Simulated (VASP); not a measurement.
Band structure of Mg₂Sn (antifluorite). Level of theory: AM05 GGA, VASP's PBE PAW potentials (set 64) (plane waves; VASP).

Unless said otherwise, spin-orbit coupling is left out, though it shifts the bands of the heavy elements here.

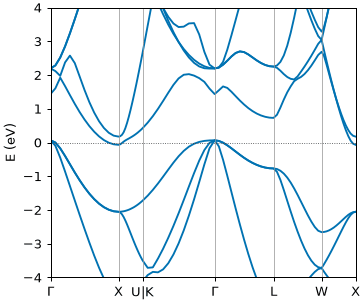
Bands along high-symmetry lines, zero at the valence-band maximum or, without a gap, the Fermi level

### Question
Read the plot: is there a gap, and where are the band edges?

### Answer
It has no gap at this level: it comes out as a metal or semimetal. (Edges off the drawn lines would not show.)

Measured: gap 0.36 eV (computed value off by -0.36 eV), as given by Byungki Ryu et al., Journal of the Korean Physical Society (2019), arXiv:1905.06140.

The compound is Mg2Sn in the antifluorite structure. The cell was not relaxed at this level.
